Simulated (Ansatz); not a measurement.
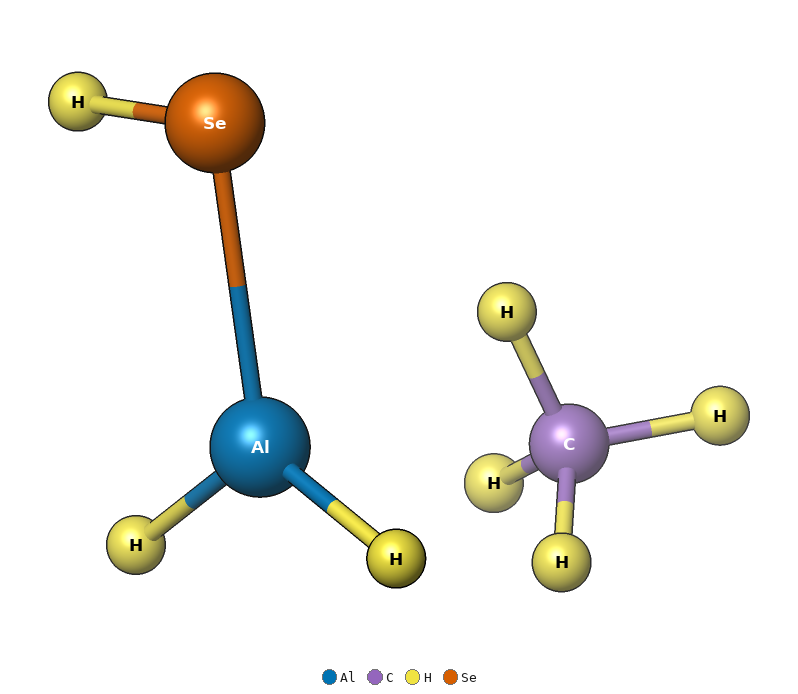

Depth is shown by fading: the farther an atom, the more it takes the colour of the background. The computed structure is the end point of a PBE0-D4/def2-TZVP optimisation.

### List the symmetry elements and name the point group.

It has no symmetry element but the identity, so the point group is C1. The group has 1 operation. The geometry is chiral, and symmetry allows a dipole moment.
